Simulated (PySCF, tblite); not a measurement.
# 3,3,3-trifluoropropanal (C₃H₃F₃O): a rotation path, then NMR shifts on frames

Aim: move 3,3,3-trifluoropropanal (C₃H₃F₃O) (`O=CCC(F)(F)F`) away from its starting geometry and see how NMR shifts follow the geometry.

Programs: tblite 0.8.0 and PySCF 2.14.0, with density-fitted response routines of our own. Each step states its level of theory. These are calculated values for one molecule in the gas phase, unless marked as measured. Atoms count from 0, in the outputs and in this text.

## Step 1: The starting structure

10 atoms, charge 0, multiplicity 1; geometry from: GFN2-xTB.

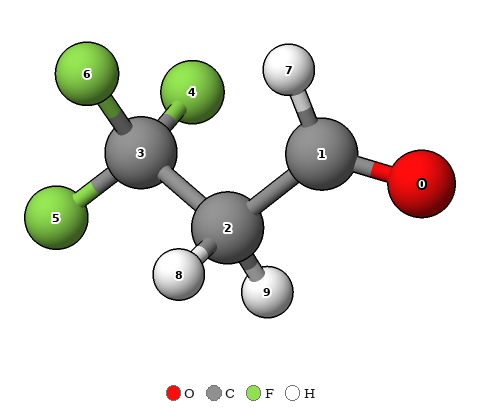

The starting geometry (oxygen red, carbon grey, fluorine green, hydrogen white), atoms numbered.

## Step 2: The rotation path with GFN2-xTB

Job settings and geometry (Å):

```
{"job": {"kind": "neb", "xc": "GFN2-xTB", "basis": "xTB", "atoms": [1, 2, 3, 5], "turn": 120}, "charge": 0, "multiplicity": 1}
O      2.335958     0.857464    -0.101818
C      1.172365     0.820313     0.152672
C      0.363806    -0.461363     0.240452
C     -1.046531    -0.276711    -0.286764
F     -1.066608     0.072198    -1.578413
F     -1.768450    -1.399819    -0.177969
F     -1.715569     0.676156     0.378904
H      0.583938     1.729335     0.369066
H      0.292832    -0.749460     1.293661
H      0.857141    -1.263458    -0.312319
```

Level: GFN2-xTB climbing-image nudged elastic band, gas phase.

On the command line:

```console
OMP_NUM_THREADS=1 python probes_run.py task.json out
```

The driver reads the jobs from task.json and runs them one after another.

Output:

```text
image   E - E0 / eV
  0      -0.0000
  1       0.0132
  2       0.0430
  3       0.0711
  4       0.0817
  5       0.0696
  6       0.0424
  7       0.0142
  8       0.0000
```

Run time: 2 s. Hardware: 1 thread of Arm Neoverse V1, shared host.

The final band, with the dihedral C1–C2–C3–F5:

```tsv
image	dihedral (°)	energy (eV)	energy (kcal/mol)
0	-178	0.000	0.0
1	-164	0.013	0.3
2	-149	0.043	1.0
3	-134	0.071	1.6
4	-119	0.082	1.9
5	-104	0.070	1.6
6	-90	0.042	1.0
7	-75	0.014	0.3
8	-59	0.000	0.0
```

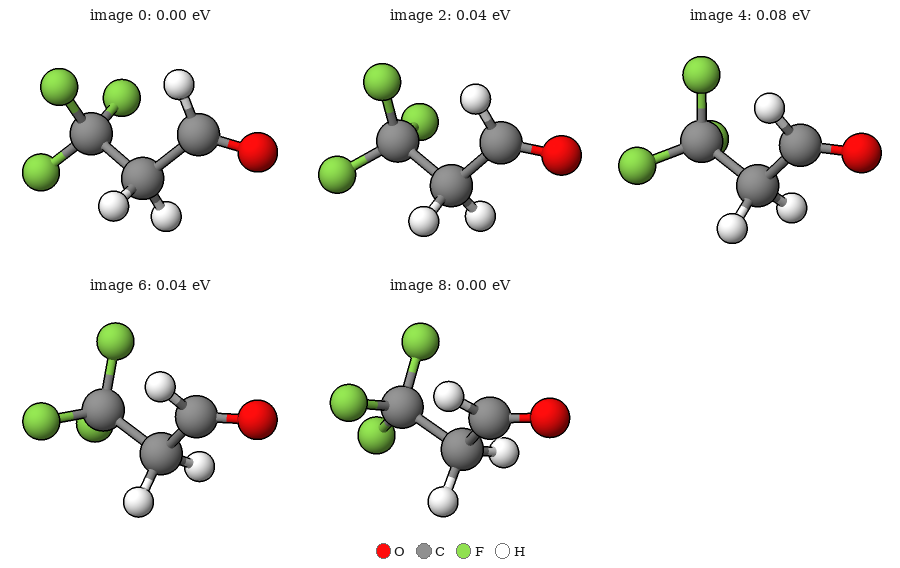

Images along the band.

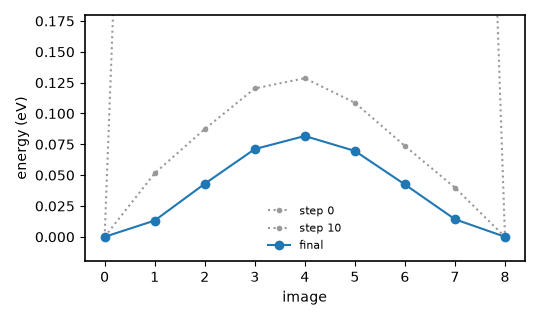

Energy along the band, early and final.

## Step 3: NMR shieldings: image 0, PBE0/pcSseg-1

Job settings and geometry (Å):

```
{"job": {"kind": "nmr", "xc": "PBE0", "basis": "pcSseg-1", "pop": false}, "charge": 0, "multiplicity": 1}
O      2.336000     0.857500    -0.101800
C      1.172400     0.820300     0.152700
C      0.363800    -0.461400     0.240500
C     -1.046500    -0.276700    -0.286800
F     -1.066600     0.072200    -1.578400
F     -1.768400    -1.399800    -0.178000
F     -1.715600     0.676200     0.378900
H      0.583900     1.729300     0.369100
H      0.292800    -0.749500     1.293700
H      0.857100    -1.263500    -0.312300
```

With the program's defaults for keys left out, this is: GIAO PBE0/pcSseg-1 NMR shielding, non-relativistic, gas phase.

Output:

```text
coarse grid: 9464 points
cycle   1  E = -490.0382984462  dE =  1.202e+00  |g| = 1.130e+00  |ddm| = 2.727e+00
cycle   2  E = -489.4760048835  dE =  5.623e-01  |g| = 2.107e+00  |ddm| = 2.271e+00
cycle   3  E = -490.2551113694  dE = -7.791e-01  |g| = 2.604e-01  |ddm| = 1.791e+00
cycle   4  E = -490.2664940688  dE = -1.138e-02  |g| = 9.498e-02  |ddm| = 1.976e-01
cycle   5  E = -490.2679071652  dE = -1.413e-03  |g| = 1.882e-02  |ddm| = 5.800e-02
cycle   6  E = -490.2679756800  dE = -6.851e-05  |g| = 5.369e-03  |ddm| = 1.466e-02
cycle   7  E = -490.2679812106  dE = -5.531e-06  |g| = 1.082e-03  |ddm| = 4.285e-03
final grid: 95760 points
cycle   8  E = -490.3397172560  dE = -2.478e-05  |g| = 1.201e-02  |ddm| = 1.927e-02
cycle   9  E = -490.3396428285  dE =  7.443e-05  |g| = 2.354e-02  |ddm| = 2.146e-02
cycle  10  E = -490.3397432132  dE = -1.004e-04  |g| = 1.521e-03  |ddm| = 1.497e-02
cycle  11  E = -490.3397436334  dE = -4.202e-07  |g| = 2.616e-04  |ddm| = 1.029e-03
cycle  12  E = -490.3397436417  dE = -8.285e-09  |g| = 9.281e-05  |ddm| = 1.835e-04
cycle  13  E = -490.3397436432  dE = -1.463e-09  |g| = 1.887e-05  |ddm| = 6.843e-05
cycle  14  E = -490.3397436433  dE = -7.446e-11  |g| = 4.753e-06  |ddm| = 1.556e-05
converged SCF energy = -490.3397436433

GIAO shielding tensors (ppm)
atom      isotropic    diamagn.    paramagn.     s11        s22        s33       span
  0 O     -396.524     395.746    -792.270  -1075.260   -480.433    366.120   1441.380
  1 C      -10.747     248.114    -258.861   -102.723    -26.396     96.880    199.603
  2 C      134.544     253.501    -118.957    117.914    130.546    155.173     37.259
  3 C       53.132     240.803    -187.671     51.154     53.236     55.007      3.852
  4 F      249.354     474.011    -224.657    165.346    251.131    331.585    166.239
  5 F      245.115     471.938    -226.823    161.252    238.594    335.500    174.248
  6 F      254.001     474.115    -220.114    167.866    260.024    334.113    166.247
  7 H       21.704      28.124      -6.420     19.598     20.004     25.510      5.912
  8 H       28.729      29.400      -0.670     25.912     27.729     32.547      6.635
  9 H       28.703      29.920      -1.217     25.786     28.331     31.991      6.205
```

Wall time 9 s (1 thread of Arm Neoverse V1, shared host); peak memory 0.62 GiB.

Shifts follow as δ = σ(reference) − σ, with reference shieldings (ppm) from runs at the same level and on the same kind of geometry: ¹H TMS 31.72, ¹³C TMS 186.9, ¹⁹F CFCl3 170.9, ¹⁷O H2O 336.1. The references are single molecules in the gas phase, so shifts against H2O, NH3, PH3, H3PO4 or CFCl3 are not on the usual liquid scales and can be off by tens of ppm. Each atom is listed at this fixed geometry, with no averaging over motion; a spectrum would average atoms that exchange fast.

```tsv
atoms	environment	σ (ppm)	δ (ppm)
C1	aldehyde carbonyl carbon	-10.7	197.7
C3	CF3 carbon	53.1	133.8
C2	sp3 CH2 α to a carbonyl	134.5	52.4
H7	hydrogen on an aldehyde carbonyl carbon	21.70	10.01
H9	hydrogen on an sp3 CH2 α to a carbonyl	28.70	3.01
H8	hydrogen on an sp3 CH2 α to a carbonyl	28.73	2.99
O0	aldehyde oxygen	-396.5	732.6
F5	fluorine of a CF3 group	245.1	-74.2
F4	fluorine of a CF3 group	249.4	-78.4
F6	fluorine of a CF3 group	254.0	-83.1
```

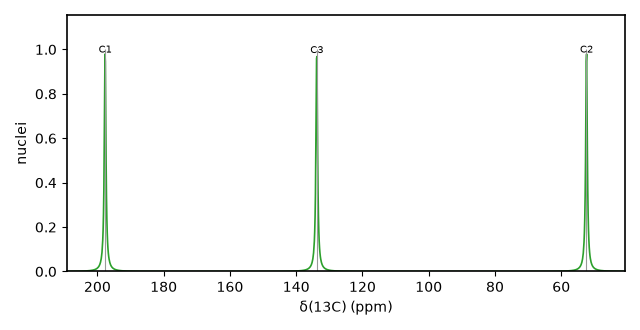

¹³C lines at the computed shifts, without couplings. Lines are broadened to a width of 0.58 ppm (Lorentzian).

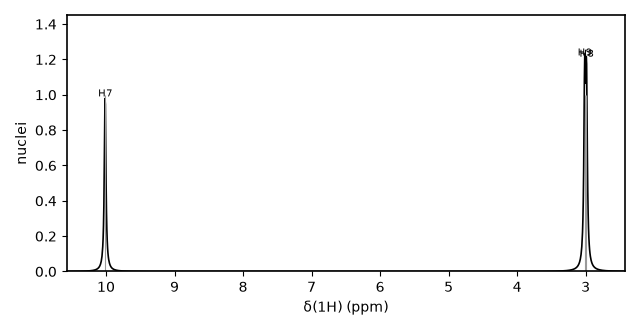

¹H lines at the computed shifts, without couplings. Lines are broadened to a width of 0.03 ppm (Lorentzian).

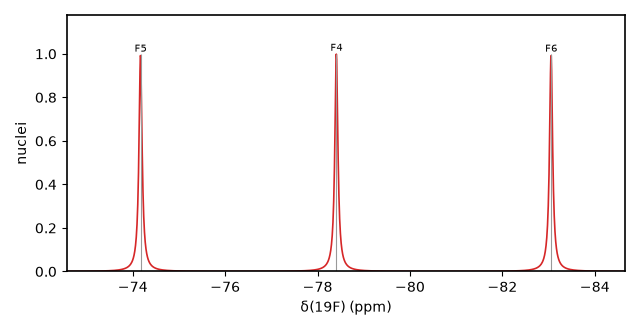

¹⁹F lines at the computed shifts, without couplings. Lines are broadened to a width of 0.08 ppm (Lorentzian).

## Step 4: Shielding tensors: image 2, PBE0/pcSseg-1

Job settings and geometry (Å):

```
{"job": {"kind": "nmr", "xc": "PBE0", "basis": "pcSseg-1", "pop": false}, "charge": 0, "multiplicity": 1}
O      2.297300     0.971100    -0.011100
C      1.147800     0.838500     0.273400
C      0.387400    -0.470300     0.153400
C     -1.047300    -0.275500    -0.314200
F     -1.150900    -0.346400    -1.645800
F     -1.871300    -1.207400     0.186500
F     -1.562700     0.908000     0.046500
H      0.540100     1.664600     0.680600
H      0.369000    -0.933000     1.144700
H      0.899400    -1.144800    -0.536500
```

Level: GIAO PBE0/pcSseg-1 NMR shielding, non-relativistic, gas phase.

Output:

```text
coarse grid: 9464 points
cycle   1  E = -490.0360372547  dE =  1.204e+00  |g| = 1.132e+00  |ddm| = 2.733e+00
cycle   2  E = -489.4753564604  dE =  5.607e-01  |g| = 2.106e+00  |ddm| = 2.202e+00
cycle   3  E = -490.2534640974  dE = -7.781e-01  |g| = 2.599e-01  |ddm| = 1.726e+00
cycle   4  E = -490.2648061340  dE = -1.134e-02  |g| = 9.505e-02  |ddm| = 1.957e-01
cycle   5  E = -490.2662227654  dE = -1.417e-03  |g| = 1.894e-02  |ddm| = 5.769e-02
cycle   6  E = -490.2662928434  dE = -7.008e-05  |g| = 5.361e-03  |ddm| = 1.465e-02
cycle   7  E = -490.2662983430  dE = -5.500e-06  |g| = 1.078e-03  |ddm| = 4.171e-03
final grid: 95760 points
cycle   8  E = -490.3368851267  dE = -2.599e-05  |g| = 1.176e-02  |ddm| = 2.010e-02
cycle   9  E = -490.3368134321  dE =  7.169e-05  |g| = 2.307e-02  |ddm| = 2.063e-02
cycle  10  E = -490.3369101894  dE = -9.676e-05  |g| = 1.455e-03  |ddm| = 1.439e-02
cycle  11  E = -490.3369105822  dE = -3.929e-07  |g| = 2.780e-04  |ddm| = 1.002e-03
cycle  12  E = -490.3369105917  dE = -9.486e-09  |g| = 9.960e-05  |ddm| = 1.866e-04
cycle  13  E = -490.3369105933  dE = -1.572e-09  |g| = 1.897e-05  |ddm| = 6.754e-05
cycle  14  E = -490.3369105934  dE = -7.424e-11  |g| = 5.353e-06  |ddm| = 1.579e-05
converged SCF energy = -490.3369105934

GIAO shielding tensors (ppm)
atom      isotropic    diamagn.    paramagn.     s11        s22        s33       span
  0 O     -397.360     395.885    -793.245  -1085.329   -473.790    367.039   1452.369
  1 C      -11.575     247.863    -259.438   -101.551    -28.129     94.956    196.507
  2 C      134.474     253.930    -119.456    119.915    129.975    153.531     33.616
  3 C       53.618     240.248    -186.630     51.123     53.414     56.316      5.193
  4 F      240.007     473.103    -233.097    155.943    230.148    333.930    177.987
  5 F      238.608     472.183    -233.575    159.702    220.983    335.138    175.435
  6 F      256.851     474.112    -217.261    167.295    275.195    328.062    160.767
  7 H       21.589      28.190      -6.601     19.207     20.147     25.413      6.206
  8 H       28.662      29.467      -0.806     25.577     27.993     32.414      6.837
  9 H       28.605      29.835      -1.230     25.762     28.360     31.693      5.931
```

Run time: 8.7 s. Hardware: 1 thread of Arm Neoverse V1, shared host; peak memory 0.64 GiB.

This run: δ C1 198.5, C3 133.3, C2 52.5, O0 733.4, H7 10.13, H9 3.11 ppm.

## Step 5: Shielding tensors: image 4, PBE0/pcSseg-1

Job settings and geometry (Å):

```
{"job": {"kind": "nmr", "xc": "PBE0", "basis": "pcSseg-1", "pop": false}, "charge": 0, "multiplicity": 1}
O      2.253400     1.065100     0.110800
C      1.119600     0.833400     0.393900
C      0.412400    -0.469600     0.064400
C     -1.045500    -0.269400    -0.337800
F     -1.289000    -0.735100    -1.568300
F     -1.893900    -0.901900     0.486300
F     -1.422100     1.016800    -0.340800
H      0.488500     1.551700     0.944600
H      0.444400    -1.095800     0.961300
H      0.941100    -0.990600    -0.736900
```

Level: GIAO PBE0/pcSseg-1 NMR shielding, non-relativistic, gas phase.

Output:

```text
coarse grid: 9464 points
cycle   1  E = -490.0334937186  dE =  1.202e+00  |g| = 1.133e+00  |ddm| = 2.733e+00
cycle   2  E = -489.4708701212  dE =  5.626e-01  |g| = 2.110e+00  |ddm| = 2.269e+00
cycle   3  E = -490.2512064353  dE = -7.803e-01  |g| = 2.615e-01  |ddm| = 1.790e+00
cycle   4  E = -490.2626825176  dE = -1.148e-02  |g| = 9.511e-02  |ddm| = 1.973e-01
cycle   5  E = -490.2640994479  dE = -1.417e-03  |g| = 1.899e-02  |ddm| = 5.821e-02
cycle   6  E = -490.2641702707  dE = -7.082e-05  |g| = 5.366e-03  |ddm| = 1.469e-02
cycle   7  E = -490.2641757916  dE = -5.521e-06  |g| = 1.070e-03  |ddm| = 4.227e-03
final grid: 95760 points
cycle   8  E = -490.3346378069  dE = -2.636e-05  |g| = 1.161e-02  |ddm| = 2.031e-02
cycle   9  E = -490.3345677544  dE =  7.005e-05  |g| = 2.279e-02  |ddm| = 2.079e-02
cycle  10  E = -490.3346622342  dE = -9.448e-05  |g| = 1.397e-03  |ddm| = 1.440e-02
cycle  11  E = -490.3346625946  dE = -3.604e-07  |g| = 2.905e-04  |ddm| = 9.790e-04
cycle  12  E = -490.3346626054  dE = -1.081e-08  |g| = 9.737e-05  |ddm| = 1.864e-04
cycle  13  E = -490.3346626069  dE = -1.470e-09  |g| = 1.893e-05  |ddm| = 6.611e-05
cycle  14  E = -490.3346626070  dE = -7.344e-11  |g| = 4.955e-06  |ddm| = 1.545e-05
converged SCF energy = -490.3346626070

GIAO shielding tensors (ppm)
atom      isotropic    diamagn.    paramagn.     s11        s22        s33       span
  0 O     -388.370     395.887    -784.257  -1063.580   -466.280    364.748   1428.328
  1 C      -10.329     247.738    -258.066   -101.291    -25.738     96.044    197.335
  2 C      133.187     254.424    -121.237    119.170    127.663    152.730     33.560
  3 C       53.821     239.803    -185.982     50.901     53.055     57.507      6.606
  4 F      230.775     472.301    -241.526    161.233    199.196    331.898    170.665
  5 F      234.523     472.643    -238.120    162.865    204.646    336.058    173.193
  6 F      253.433     474.123    -220.690    165.464    265.811    329.024    163.560
  7 H       21.616      28.210      -6.594     19.381     20.217     25.251      5.870
  8 H       28.446      29.449      -1.003     25.217     28.272     31.849      6.632
  9 H       28.504      30.033      -1.529     25.262     28.611     31.639      6.376
```

Run time: 8.6 s. Hardware: 1 thread of Arm Neoverse V1, shared host; peak memory 0.64 GiB.

Key values: δ C1 197.3, C3 133.1, C2 53.7, O0 724.4, H7 10.10, H8 3.27 ppm.

## Step 6: Nuclear shieldings: image 6, PBE0/pcSseg-1

Job settings and geometry (Å):

```
{"job": {"kind": "nmr", "xc": "PBE0", "basis": "pcSseg-1", "pop": false}, "charge": 0, "multiplicity": 1}
O      2.195900     1.140400     0.251800
C      1.081600     0.805600     0.507300
C      0.436200    -0.461600    -0.024700
C     -1.034200    -0.258500    -0.357200
F     -1.435000    -1.059800    -1.351400
F     -1.835500    -0.511300     0.687800
F     -1.303800     0.995500    -0.744400
H      0.424800     1.392500     1.173000
H      0.513200    -1.230300     0.749900
H      0.965600    -0.807800    -0.914700
```

With the program's defaults for keys left out, this is: GIAO PBE0/pcSseg-1 NMR shielding, non-relativistic, gas phase.

Output:

```text
coarse grid: 9464 points
cycle   1  E = -490.0358541821  dE =  1.202e+00  |g| = 1.131e+00  |ddm| = 2.729e+00
cycle   2  E = -489.4729951051  dE =  5.629e-01  |g| = 2.109e+00  |ddm| = 2.329e+00
cycle   3  E = -490.2528891153  dE = -7.799e-01  |g| = 2.618e-01  |ddm| = 1.844e+00
cycle   4  E = -490.2643963645  dE = -1.151e-02  |g| = 9.486e-02  |ddm| = 1.988e-01
cycle   5  E = -490.2658045432  dE = -1.408e-03  |g| = 1.886e-02  |ddm| = 5.829e-02
cycle   6  E = -490.2658738280  dE = -6.928e-05  |g| = 5.356e-03  |ddm| = 1.467e-02
cycle   7  E = -490.2658793397  dE = -5.512e-06  |g| = 1.069e-03  |ddm| = 4.313e-03
final grid: 95760 points
cycle   8  E = -490.3372594935  dE = -2.583e-05  |g| = 1.204e-02  |ddm| = 1.914e-02
cycle   9  E = -490.3371848483  dE =  7.465e-05  |g| = 2.357e-02  |ddm| = 2.170e-02
cycle  10  E = -490.3372857101  dE = -1.009e-04  |g| = 1.525e-03  |ddm| = 1.511e-02
cycle  11  E = -490.3372861349  dE = -4.248e-07  |g| = 2.831e-04  |ddm| = 1.080e-03
cycle  12  E = -490.3372861448  dE = -9.937e-09  |g| = 9.823e-05  |ddm| = 2.013e-04
cycle  13  E = -490.3372861464  dE = -1.623e-09  |g| = 2.057e-05  |ddm| = 7.263e-05
cycle  14  E = -490.3372861465  dE = -8.777e-11  |g| = 5.321e-06  |ddm| = 1.671e-05
converged SCF energy = -490.3372861465

GIAO shielding tensors (ppm)
atom      isotropic    diamagn.    paramagn.     s11        s22        s33       span
  0 O     -386.436     395.794    -782.230  -1050.556   -471.942    363.190   1413.746
  1 C       -9.277     247.981    -257.258   -102.363    -23.681     98.213    200.576
  2 C      133.190     254.035    -120.845    116.260    129.671    153.638     37.378
  3 C       53.447     240.291    -186.844     51.136     52.734     56.472      5.336
  4 F      236.769     471.922    -235.153    161.990    215.721    332.596    170.607
  5 F      241.893     473.471    -231.578    160.210    229.895    335.573    175.362
  6 F      252.605     474.315    -221.710    172.303    251.095    334.418    162.114
  7 H       21.726      28.146      -6.419     19.656     20.185     25.338      5.683
  8 H       28.515      29.366      -0.851     25.493     28.075     31.978      6.485
  9 H       28.599      30.141      -1.542     25.288     28.611     31.899      6.611
```

Run time: 8.7 s. Hardware: 1 thread of Arm Neoverse V1, shared host; peak memory 0.64 GiB.

Key values: δ C1 196.2, C3 133.5, C2 53.7, O0 722.5, H7 9.99, H8 3.20 ppm.

## Step 7: Shielding tensors: image 8, PBE0/pcSseg-1

Job settings and geometry (Å):

```
{"job": {"kind": "nmr", "xc": "PBE0", "basis": "pcSseg-1", "pop": false}, "charge": 0, "multiplicity": 1}
O      2.149800     1.179700     0.426100
C      1.052400     0.757100     0.618500
C      0.457400    -0.429100    -0.119000
C     -1.024900    -0.240500    -0.378700
F     -1.560000    -1.298100    -1.002400
F     -1.718600    -0.072900     0.756900
F     -1.276300     0.828500    -1.143300
H      0.375900     1.188600     1.377500
H      0.577300    -1.317500     0.508200
H      0.975900    -0.591000    -1.066300
```

Level: GIAO PBE0/pcSseg-1 NMR shielding, non-relativistic, gas phase.

Output:

```text
coarse grid: 9464 points
cycle   1  E = -490.0389086047  dE =  1.203e+00  |g| = 1.130e+00  |ddm| = 2.727e+00
cycle   2  E = -489.4774778555  dE =  5.614e-01  |g| = 2.106e+00  |ddm| = 2.269e+00
cycle   3  E = -490.2555724258  dE = -7.781e-01  |g| = 2.602e-01  |ddm| = 1.789e+00
cycle   4  E = -490.2669352507  dE = -1.136e-02  |g| = 9.489e-02  |ddm| = 1.975e-01
cycle   5  E = -490.2683459009  dE = -1.411e-03  |g| = 1.881e-02  |ddm| = 5.801e-02
cycle   6  E = -490.2684143363  dE = -6.844e-05  |g| = 5.363e-03  |ddm| = 1.465e-02
cycle   7  E = -490.2684198546  dE = -5.518e-06  |g| = 1.082e-03  |ddm| = 4.284e-03
final grid: 95760 points
cycle   8  E = -490.3397116843  dE = -2.347e-05  |g| = 1.234e-02  |ddm| = 1.805e-02
cycle   9  E = -490.3396329407  dE =  7.874e-05  |g| = 2.420e-02  |ddm| = 2.199e-02
cycle  10  E = -490.3397390267  dE = -1.061e-04  |g| = 1.554e-03  |ddm| = 1.537e-02
cycle  11  E = -490.3397394619  dE = -4.352e-07  |g| = 2.508e-04  |ddm| = 1.048e-03
cycle  12  E = -490.3397394694  dE = -7.529e-09  |g| = 9.180e-05  |ddm| = 1.792e-04
cycle  13  E = -490.3397394709  dE = -1.486e-09  |g| = 1.873e-05  |ddm| = 6.784e-05
cycle  14  E = -490.3397394710  dE = -7.481e-11  |g| = 4.793e-06  |ddm| = 1.563e-05
converged SCF energy = -490.3397394710

GIAO shielding tensors (ppm)
atom      isotropic    diamagn.    paramagn.     s11        s22        s33       span
  0 O     -396.292     395.748    -792.040  -1074.585   -480.314    366.022   1440.606
  1 C      -10.746     248.130    -258.876   -102.742    -26.251     96.755    199.497
  2 C      134.546     253.509    -118.963    117.937    130.660    155.041     37.105
  3 C       53.129     240.834    -187.704     51.173     53.257     54.957      3.784
  4 F      245.273     471.921    -226.648    161.445    238.899    335.475    174.029
  5 F      253.908     474.136    -220.228    167.847    259.898    333.978    166.130
  6 F      249.423     474.028    -224.605    165.502    251.194    331.571    166.069
  7 H       21.702      28.131      -6.429     19.591     20.000     25.516      5.925
  8 H       28.731      29.400      -0.669     25.912     27.723     32.557      6.645
  9 H       28.704      29.908      -1.204     25.790     28.325     31.997      6.207
```

Wall time 8.8 s (1 thread of Arm Neoverse V1, shared host); peak memory 0.64 GiB.

This run: δ C1 197.7, C3 133.8, C2 52.4, O0 732.4, H7 10.01, H9 3.01 ppm.

## Step 8: Side by side: NMR shifts

Shifts (ppm) of some atoms, chosen among heavy atoms and hydrogens apart, with basis size and wall time:

```tsv
frame	C1	H9	H8	O0	F5	F4	F6	functions	time
image 0	197.7	3.01	2.99	732.6	-74.2	-78.4	-83.1	134	9 s
image 2	198.5	3.11	3.06	733.4	-67.7	-69.1	-85.9	134	8.7 s
image 4	197.3	3.21	3.27	724.4	-63.6	-59.8	-82.5	134	8.6 s
image 6	196.2	3.12	3.20	722.5	-70.9	-65.8	-81.7	134	8.7 s
image 8	197.7	3.01	2.99	732.4	-83.0	-74.3	-78.5	134	8.8 s
```

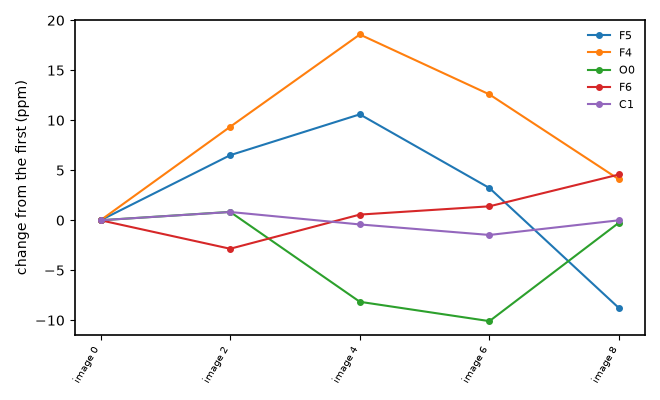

How five of the tabulated atoms move from run to run.

## Step 9: What came out

| quantity | value |
| --- | --- |
| barrier | 0.082 eV (1.9 kcal/mol) at image 4 |
| end to end (GFN2-xTB) | 0.000 eV |
| ¹³C shifts against TMS (PBE0/pcSseg-1, image 0) | 197.7, 133.8, 52.4 ppm |
| ¹H shifts against TMS (PBE0/pcSseg-1, image 0) | 10.01, 3.01, 2.99 ppm |
| ¹⁷O shifts against H2O (PBE0/pcSseg-1, image 0) | 732.6 ppm |
| ¹⁹F shifts against CFCl3 (PBE0/pcSseg-1, image 0) | -74.2, -78.4, -83.1 ppm |
| range of the shift of F5 | -83.0 to -63.6 ppm |

In words: Along the band the dihedral turns by 120°, and the top (dihedral -119°) lies 1.9 kcal/mol above the start (GFN2-xTB, rough), so at room temperature this motion is fast. The top was not checked by a frequency run. Shifts at one fixed geometry are not the observed spectrum, which averages over the motion. In the first frame run (image 0): Shielding is most anisotropic at O0 (span 1441 ppm, paramagnetic term -792 ppm). Across the 5 runs the shift of F5 moves most, between -83.0 (image 8) and -63.6 ppm (image 4).
